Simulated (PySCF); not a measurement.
**C+: dipole response in aug-cc-pwCVDZ**

How polarisable is C+ at the levels listed below?

Method: unrestricted determinants in a Gaussian basis, no spin-orbit coupling in the energies. Code: PySCF 2.14.0.

## (1) The atom as given

```
Element     : carbon (Z = 6)
Basis       : aug-cc-pwCVDZ (5s4p2d, 27 functions)
Hamiltonian : the non-relativistic Hamiltonian (point nucleus)
State 1     : C+: [He] 2s2 2p1, 2P determinant
Methods     : UHF, PBE, PBE0, BHandHLYP
```

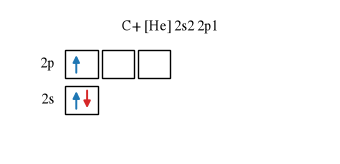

Occupation of the outer shells (arrows by Hund's rule).

The runs were made by one driver on top of PySCF. The scripts below sum up each run's settings (the driver also hands on starting orbitals that pick excited configurations, and frozen orbitals as a list rather than a count), and the logs come from the driver's own runs. The driver starts from symmetry-adapted Hartree-Fock orbitals, holds the occupation by maximum overlap and uses a logarithmic radial grid for functionals, so a plain start would take other cycles.

The integrals over 27 functions and the set-up took 0.03 s of CPU time.

## (2) C+, method by method

UHF:

File input.py:

```python
from pyscf import gto, scf, dft, mp, cc
import basis_set_exchange as bse
mol = gto.M(atom="C 0 0 0", charge=1, spin=1, symmetry="D2h",
            basis=gto.basis.parse(bse.get_basis("aug-cc-pwCVDZ", elements=["C"], fmt="nwchem")))
mf = scf.UHF(mol)
mf.irrep_nelec = {'Ag': (2, 2), 'B2u': (1, 0)}
mf.kernel()
```

Standard output:

```text
damping factor = 0
level_shift factor = 0
DIIS = <class 'pyscf.scf.diis.CDIIS'>
diis_start_cycle = 1
diis_space = 10
diis_damp = 0
SCF conv_tol = 1e-09
SCF conv_tol_grad = None
number electrons alpha = 3  beta = 2
cycle= 1 E= -37.290446690743  delta_E= -0.00333  |g|= 0.0213  |ddm|= 0.0583
cycle= 2 E= -37.2907362567268  delta_E= -0.00029  |g|= 0.00628  |ddm|= 0.0168
cycle= 3 E= -37.290765286996  delta_E= -2.9e-05  |g|= 0.000147  |ddm|= 0.0072
cycle= 4 E= -37.2907653100624  delta_E= -2.31e-08  |g|= 2.07e-05  |ddm|= 0.000435
cycle= 5 E= -37.2907653105451  delta_E= -4.83e-10  |g|= 5.2e-06  |ddm|= 0.000126
converged SCF energy = -37.2907653105451  <S^2> = 0.75625581  2S+1 = 2.0062461
```

It used 0.24 s of CPU time after the integrals (shared host).

The occupied shells:

```tsv
shell	electrons	mean orbital energy (eV)	spread (eV)	rms radius (bohr)
1s α	1	-324.25	0	0.311
1s β	1	-323.46	0	0.311
2s α	1	-33.324	0	1.62
2s β	1	-29.616	0	1.62
2p α	1	-24.795	0	1.65
```

⟨S²⟩ = 0.756, ⟨L²⟩ = 2.02.

The driver then solved the coupled dipole response at imaginary frequencies: mean α = 6.357 bohr³ (xx, yy, zz: 6.426, 6.218, 6.426), C₆ = 15.25 au for a like pair.

PBE:

input.py differs from the last one in:

```diff
@@ -4,3 +4,3 @@
             basis=gto.basis.parse(bse.get_basis("aug-cc-pwCVDZ", elements=["C"], fmt="nwchem")))
-mf = scf.UHF(mol)
+mf = dft.UKS(mol, xc="PBE")
 mf.irrep_nelec = {'Ag': (2, 2), 'B2u': (1, 0)}
```

Standard output:

```text
damping factor = 0
level_shift factor = 0
DIIS = <class 'pyscf.scf.diis.CDIIS'>
diis_start_cycle = 1
diis_space = 10
diis_damp = 0
SCF conv_tol = 1e-09
SCF conv_tol_grad = None
number electrons alpha = 3  beta = 2
XC functionals = PBE
    J. P. Perdew, K. Burke, and M. Ernzerhof.,  Phys. Rev. Lett. 77, 3865 (1996)
    J. P. Perdew, K. Burke, and M. Ernzerhof.,  Phys. Rev. Lett. 78, 1396 (1997)
    J. P. Perdew, K. Burke, and M. Ernzerhof.,  Phys. Rev. Lett. 77, 3865 (1996)
    J. P. Perdew, K. Burke, and M. Ernzerhof.,  Phys. Rev. Lett. 78, 1396 (1997)
cycle= 1 E= -37.3679726984515  delta_E= -0.00306  |g|= 0.00723  |ddm|= 0.152
cycle= 2 E= -37.3679988674847  delta_E= -2.62e-05  |g|= 0.00103  |ddm|= 0.0211
cycle= 3 E= -37.3679995267315  delta_E= -6.59e-07  |g|= 0.000325  |ddm|= 0.00566
cycle= 4 E= -37.3679995791654  delta_E= -5.24e-08  |g|= 2.75e-05  |ddm|= 0.00153
cycle= 5 E= -37.36799957938  delta_E= -2.15e-10  |g|= 4.11e-07  |ddm|= 4.97e-05
converged SCF energy = -37.36799957938  <S^2> = 0.75191194  2S+1 = 2.001911
```

CPU time 0.58 s on a shared host, the integrals not counted.

The driver then solved the coupled dipole response at imaginary frequencies: mean α = 6.121 bohr³ (xx, yy, zz: 6.169, 6.025, 6.169), C₆ = 14.80 au for a like pair.

PBE0:

input.py differs from the last one in:

```diff
@@ -4,3 +4,3 @@
             basis=gto.basis.parse(bse.get_basis("aug-cc-pwCVDZ", elements=["C"], fmt="nwchem")))
-mf = dft.UKS(mol, xc="PBE")
+mf = dft.UKS(mol, xc="PBE0")
 mf.irrep_nelec = {'Ag': (2, 2), 'B2u': (1, 0)}
```

Standard output:

```text
damping factor = 0
level_shift factor = 0
DIIS = <class 'pyscf.scf.diis.CDIIS'>
diis_start_cycle = 1
diis_space = 10
diis_damp = 0
SCF conv_tol = 1e-09
SCF conv_tol_grad = None
number electrons alpha = 3  beta = 2
XC functionals = PBE0
    C. Adamo and V. Barone.,  J. Chem. Phys. 110, 6158 (1999)
    M. Ernzerhof and G. E. Scuseria.,  J. Chem. Phys. 110, 5029 (1999)
cycle= 1 E= -37.3780614125837  delta_E= -0.00255  |g|= 0.00875  |ddm|= 0.128
cycle= 2 E= -37.3781144146498  delta_E= -5.3e-05  |g|= 0.00149  |ddm|= 0.0189
cycle= 3 E= -37.378116028494  delta_E= -1.61e-06  |g|= 0.000144  |ddm|= 0.00444
cycle= 4 E= -37.3781160358992  delta_E= -7.41e-09  |g|= 5.74e-06  |ddm|= 0.000553
cycle= 5 E= -37.3781160359105  delta_E= -1.13e-11  |g|= 2.14e-07  |ddm|= 1.4e-05
converged SCF energy = -37.3781160359105  <S^2> = 0.75254859  2S+1 = 2.002547
```

It used 0.63 s of CPU time after the integrals (shared host).

The driver then solved the coupled dipole response at imaginary frequencies: mean α = 6.118 bohr³ (xx, yy, zz: 6.180, 5.996, 6.180), C₆ = 14.77 au for a like pair.

BHandHLYP:

input.py differs from the last one in:

```diff
@@ -4,3 +4,3 @@
             basis=gto.basis.parse(bse.get_basis("aug-cc-pwCVDZ", elements=["C"], fmt="nwchem")))
-mf = dft.UKS(mol, xc="PBE0")
+mf = dft.UKS(mol, xc="BHANDHLYP")
 mf.irrep_nelec = {'Ag': (2, 2), 'B2u': (1, 0)}
```

Standard output:

```text
damping factor = 0
level_shift factor = 0
DIIS = <class 'pyscf.scf.diis.CDIIS'>
diis_start_cycle = 1
diis_space = 10
diis_damp = 0
SCF conv_tol = 1e-09
SCF conv_tol_grad = None
number electrons alpha = 3  beta = 2
XC functionals = BHANDHLYP
    A. D. Becke.,  J. Chem. Phys. 98, 1372 (1993)
    Defined through Gaussian implementation.
cycle= 1 E= -37.4260049861362  delta_E= -0.0023  |g|= 0.0105  |ddm|= 0.0928
cycle= 2 E= -37.4260754001873  delta_E= -7.04e-05  |g|= 0.00204  |ddm|= 0.014
cycle= 3 E= -37.4260783722001  delta_E= -2.97e-06  |g|= 8.31e-05  |ddm|= 0.00333
cycle= 4 E= -37.4260783748268  delta_E= -2.63e-09  |g|= 4.94e-06  |ddm|= 0.000222
cycle= 5 E= -37.4260783748438  delta_E= -1.7e-11  |g|= 4.26e-07  |ddm|= 1.67e-05
converged SCF energy = -37.4260783748438  <S^2> = 0.75307848  2S+1 = 2.0030761
```

CPU time 0.64 s on a shared host, the integrals not counted.

The driver then solved the coupled dipole response at imaginary frequencies: mean α = 6.087 bohr³ (xx, yy, zz: 6.180, 5.900, 6.180), C₆ = 14.56 au for a like pair.

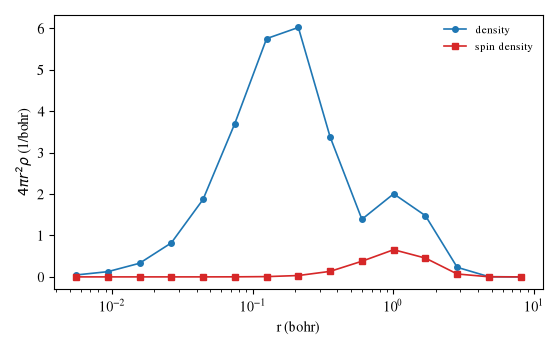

Radial density 4πr²ρ of C+ at UHF, at 15 stored radii joined by straight lines.

## (3) The response side by side

C+, in atomic units:

```tsv
method	mean α	C₆ (like pair)	S(−4)
UHF	6.357	15.25	38.95
PBE	6.121	14.80	27.96
PBE0	6.118	14.77	28.47
BHandHLYP	6.087	14.56	28.74
```

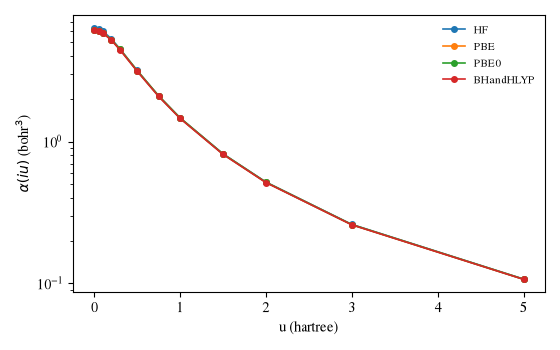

α(iu) of C+, the polarisability at imaginary frequency, on a logarithmic scale.

## (4) Results

| quantity | value |
| --- | --- |
| α of C+ | 6.087 (BHandHLYP) to 6.357 (UHF) bohr³ |

A single London oscillator with the computed α and C₆ of C+ at UHF would have ω = 4 C₆ / (3 α²) = 0.503 hartree. All values hold for this basis alone; no basis-set limit was taken.
